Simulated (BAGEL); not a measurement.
# C2H5AlN2 (SMILES C#[C][Al]([NH2])[NH2]): a chain of runs

Aim: the energy (HF/def2-SVP), then a single-point energy (NEVPT2(2,2)/def2-SVP) of C2H5AlN2. 

Program for the calculation: BAGEL 1.2.2.

2 further runs of the same task are left out: 2 set aside as unsound or not needed.

## Step 1: The system as given

The species is C2H5AlN2 (10 atoms), meant as a singlet with charge 0. As SMILES, `C#[C][Al]([NH2])[NH2]`. The N4–H8 distance was set to 1.610 Å, away from the relaxed value. At this shape a bond of the SMILES string is far longer than usual.

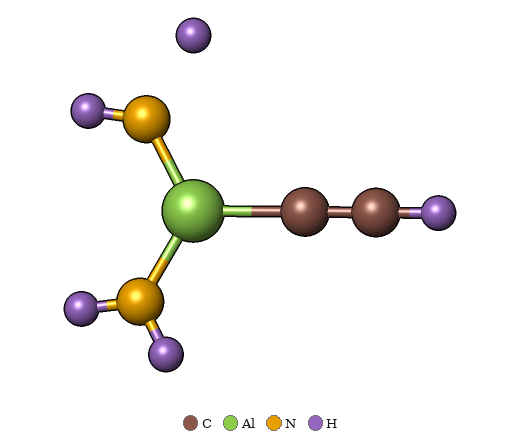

Viewed from a chosen angle; carbon brown, aluminium green, nitrogen amber, hydrogen purple.

## Step 2: A single-point energy at HF/def2-SVP (density fitting with svp-jkfit) (run 1)

The input, calc.json:

```json
{ "bagel": [

{
  "title": "molecule",
  "basis": "svp",
  "df_basis": "svp-jkfit",
  "angstrom": "false",
  "geometry": [
    { "atom": "C", "xyz": [ -3.54253917,  2.95851743,  1.55584364 ] },
    { "atom": "C", "xyz": [ -1.61086113,  1.96168690,  0.84625148 ] },
    { "atom": "Al", "xyz": [  1.43462149,  0.39019065, -0.27246638 ] },
    { "atom": "N", "xyz": [  1.40041745, -2.86599644, -0.97695628 ] },
    { "atom": "N", "xyz": [  4.18738554,  2.24382301, -0.56669674 ] },
    { "atom": "H", "xyz": [ -5.24518241,  3.83705110,  2.18115402 ] },
    { "atom": "H", "xyz": [  2.87402588, -3.90477889, -1.57958994 ] },
    { "atom": "H", "xyz": [ -1.08621458, -4.60186106, -0.72508791 ] },
    { "atom": "H", "xyz": [  4.23954198,  4.10369146, -0.17249987 ] },
    { "atom": "H", "xyz": [  5.89815460,  1.64005551, -1.13437047 ] }
  ]
},
{ "title": "hf" },
{ "title": "print", "file": "orbitals.molden", "orbitals": "true" }

]}
```

On the command line:

```
$ BAGEL_NUM_THREADS=1 BAGEL calc.json > calc.out
```

Output:

```text
* using 1 threads per process

  ===============================================================
  ===============================================================

  *** Geometry ***

  { "atom" : "C", "xyz" : [     -3.542539,      2.958517,      1.555844 ] },
  { "atom" : "C", "xyz" : [     -1.610861,      1.961687,      0.846251 ] },
  { "atom" : "Al", "xyz" : [      1.434621,      0.390191,     -0.272466 ] },
  { "atom" : "N", "xyz" : [      1.400417,     -2.865996,     -0.976956 ] },
  { "atom" : "N", "xyz" : [      4.187386,      2.243823,     -0.566697 ] },
  { "atom" : "H", "xyz" : [     -5.245182,      3.837051,      2.181154 ] },
  { "atom" : "H", "xyz" : [      2.874026,     -3.904779,     -1.579590 ] },
  { "atom" : "H", "xyz" : [     -1.086215,     -4.601861,     -0.725088 ] },
  { "atom" : "H", "xyz" : [      4.239542,      4.103691,     -0.172500 ] },
  { "atom" : "H", "xyz" : [      5.898155,      1.640056,     -1.134370 ] },

  Number of auxiliary basis functions:      522

  Since a DF basis is specified, we compute 2- and 3-index integrals:
    o Being stored without compression. Storage requirement is 0.041 GB

  Number of basis functions:       99
  Number of electrons      :       44

    * METHOD: MOLECULE                             0.29

  *** RHF ***

  === Nuclear Repulsion ===
   180.9493475138

      * DIIS with orbital gradients will be used.

  === RHF iteration (svp) ===
      0       -428.80824908          0.02157076           0.09
      1       -429.02908291          0.01418165           0.09
      2       -429.15216083          0.00184173           0.09
      3       -429.15496883          0.00080508           0.09
      4       -429.15549877          0.00017266           0.09
      5       -429.15553128          0.00006402           0.09
      6       -429.15553838          0.00002989           0.09
      7       -429.15554004          0.00001341           0.09
      8       -429.15554025          0.00000595           0.09
      9       -429.15554031          0.00000337           0.08
     10       -429.15554034          0.00000225           0.09
     11       -429.15554035          0.00000082           0.09
     12       -429.15554035          0.00000038           0.09
     13       -429.15554035          0.00000019           0.09
     14       -429.15554035          0.00000008           0.09
     15       -429.15554035          0.00000003           0.09
     16       -429.15554035          0.00000002           0.09
     17       -429.15554035          0.00000001           0.09
    * SCF iteration converged.

    * Permanent dipole moment:
           (   -0.272138,     0.135555,     0.099118) a.u.

    * METHOD: HF                                   1.83

    * METHOD: PRINT                                0.03

  ===============================================================
```

Run time: 2.3 s. Hardware: 1 thread of Arm Neoverse V1, shared host; peak memory 0.15 GiB.

## Step 3: A single-point energy at NEVPT2(2,2)/def2-SVP (density fitting with svp-jkfit) (run 2)

The input, job.json:

```json
{ "bagel" : [

{
  "title" : "molecule",
  "basis" : "svp",
  "df_basis" : "svp-jkfit",
  "angstrom" : "false",
  "geometry" : [
    { "atom" : "C", "xyz" : [    -3.54253917,     2.95851743,     1.55584364 ] },
    { "atom" : "C", "xyz" : [    -1.61086113,     1.96168690,     0.84625148 ] },
    { "atom" : "Al", "xyz" : [     1.43462149,     0.39019065,    -0.27246638 ] },
    { "atom" : "N", "xyz" : [     1.40041745,    -2.86599644,    -0.97695628 ] },
    { "atom" : "N", "xyz" : [     4.18738554,     2.24382301,    -0.56669674 ] },
    { "atom" : "H", "xyz" : [    -5.24518241,     3.83705110,     2.18115402 ] },
    { "atom" : "H", "xyz" : [     2.87402588,    -3.90477889,    -1.57958994 ] },
    { "atom" : "H", "xyz" : [    -1.08621458,    -4.60186106,    -0.72508791 ] },
    { "atom" : "H", "xyz" : [     4.23954198,     4.10369146,    -0.17249987 ] },
    { "atom" : "H", "xyz" : [     5.89815460,     1.64005551,    -1.13437047 ] }
  ]
},

{
  "title" : "hf"
},

{
  "title" : "casscf",
  "nstate" : 1,
  "nact" : 2,
  "nclosed" : 21,
  "active" : [18, 23],
  "maxiter" : 200,
  "natocc" : "true"
},

{
  "title" : "nevpt2",
  "nstate" : 1,
  "nact" : 2,
  "nclosed" : 21,
  "active" : [18, 23],
  "maxiter" : 200,
  "natocc" : "true",
  "ncore" : 9
},

{
  "title" : "print",
  "file" : "orbitals.molden",
  "orbitals" : "true"
}

]}
```

On the command line:

```
$ BAGEL_NUM_THREADS=1 BAGEL job.json > job.out
```

Output:

```text
* using 1 threads per process

  ===============================================================
  ===============================================================

  *** Geometry ***

  { "atom" : "C", "xyz" : [     -3.542539,      2.958517,      1.555844 ] },
  { "atom" : "C", "xyz" : [     -1.610861,      1.961687,      0.846251 ] },
  { "atom" : "Al", "xyz" : [      1.434621,      0.390191,     -0.272466 ] },
  { "atom" : "N", "xyz" : [      1.400417,     -2.865996,     -0.976956 ] },
  { "atom" : "N", "xyz" : [      4.187386,      2.243823,     -0.566697 ] },
  { "atom" : "H", "xyz" : [     -5.245182,      3.837051,      2.181154 ] },
  { "atom" : "H", "xyz" : [      2.874026,     -3.904779,     -1.579590 ] },
  { "atom" : "H", "xyz" : [     -1.086215,     -4.601861,     -0.725088 ] },
  { "atom" : "H", "xyz" : [      4.239542,      4.103691,     -0.172500 ] },
  { "atom" : "H", "xyz" : [      5.898155,      1.640056,     -1.134370 ] },

  Number of auxiliary basis functions:      522

  Since a DF basis is specified, we compute 2- and 3-index integrals:
    o Being stored without compression. Storage requirement is 0.041 GB

  Number of basis functions:       99
  Number of electrons      :       44

    * METHOD: MOLECULE                             0.29

  *** RHF ***

  === Nuclear Repulsion ===
   180.9493475138

      * DIIS with orbital gradients will be used.

  === RHF iteration (svp) ===
      0       -428.80824908          0.02157076           0.09
      1       -429.02908291          0.01418165           0.08
      2       -429.15216083          0.00184173           0.08
      3       -429.15496883          0.00080508           0.08
      4       -429.15549877          0.00017266           0.09
      5       -429.15553128          0.00006402           0.09
      6       -429.15553838          0.00002989           0.08
      7       -429.15554004          0.00001341           0.08
      8       -429.15554025          0.00000595           0.09
      9       -429.15554031          0.00000337           0.09
     10       -429.15554034          0.00000225           0.09
     11       -429.15554035          0.00000082           0.08
     12       -429.15554035          0.00000038           0.08
     13       -429.15554035          0.00000019           0.08
     14       -429.15554035          0.00000008           0.09
     15       -429.15554035          0.00000003           0.08
     16       -429.15554035          0.00000002           0.08
     17       -429.15554035          0.00000001           0.08
    * SCF iteration converged.

    * Permanent dipole moment:
           (   -0.272138,     0.135555,     0.099118) a.u.

    * METHOD: HF                                   1.73

  ---------------------------
      CASSCF calculation
  ---------------------------

    ==== Active orbitals : =====
         Orbital 18
         Orbital 23
    ============================

    * nstate   :      1
    * nclosed  :     21
    * nact     :      2
    * nvirt    :     76
  === CASSCF iteration (svp) ===

    * Using the second-order algorithm

      0  0      -429.16609447     1.48e-03      0.03

      1  0      -429.19067091     1.70e-03      0.42

      2  0      -429.19997938     5.81e-04      0.46

      3  0      -429.20035889     1.56e-04      0.46

      4  0      -429.20037146     4.17e-05      0.50

      5  0      -429.20037205     1.21e-05      0.52

      6  0      -429.20037209     3.51e-06      0.51

      7  0      -429.20037209     1.01e-06      0.52

      8  0      -429.20037209     2.92e-07      0.50

      9  0      -429.20037209     8.36e-08      0.49

     10  0      -429.20037209     2.40e-08      0.43

     11  0      -429.20037209     6.86e-09      0.39

    * Second-order optimization converged. *

     guess   0:   closed 1.                   open ..

  === FCI iteration ===

      0  0      -429.15345161     9.17e-02      0.00
      1  0      -429.20003534     6.76e-03      0.00
      2  0 *    -429.20037209     2.79e-16      0.00

     * ci vector, state   0, <S^2> = 0.0000
       2.     0.9687485998
       .2    -0.2480446541

    * METHOD: CASSCF                               5.41

    * freezing 9 orbitals

  === DF-NEVPT2 calculation ===

    * 3-index integral transformation done
    * assembly done

      NEVPT2 correlation energy:   -0.6220100229      0.29

          (+0)     -0.5570263222
          (+0)'    -0.0220638839
          (+1)     -0.0072211127
          (+1)'    -0.0000000000
          (+2)     -0.0004845010
          (-1)     -0.0312091748
          (-1)'     0.0000000000
          (-2)     -0.0040050284

      NEVPT2 total energy:       -429.8223821155

    * METHOD: NEVPT2                               0.45

    * METHOD: PRINT                                0.03

  ===============================================================
```

Run time: 8.1 s. Hardware: 1 thread of Arm Neoverse V1, shared host; peak memory 0.15 GiB.

## Step 4: Outcome

```
                                 quantity          value
         run 1, HF/def2-SVP: total energy  -429.15554 Eh
        run 1, HF/def2-SVP: dipole moment         0.81 D
          run 1, HF/def2-SVP: HOMO energy      -10.38 eV
          run 1, HF/def2-SVP: LUMO energy        2.21 eV
        run 1, HF/def2-SVP: HOMO–LUMO gap       12.60 eV
run 2, NEVPT2(2,2)/def2-SVP: total energy  -429.82238 Eh
```
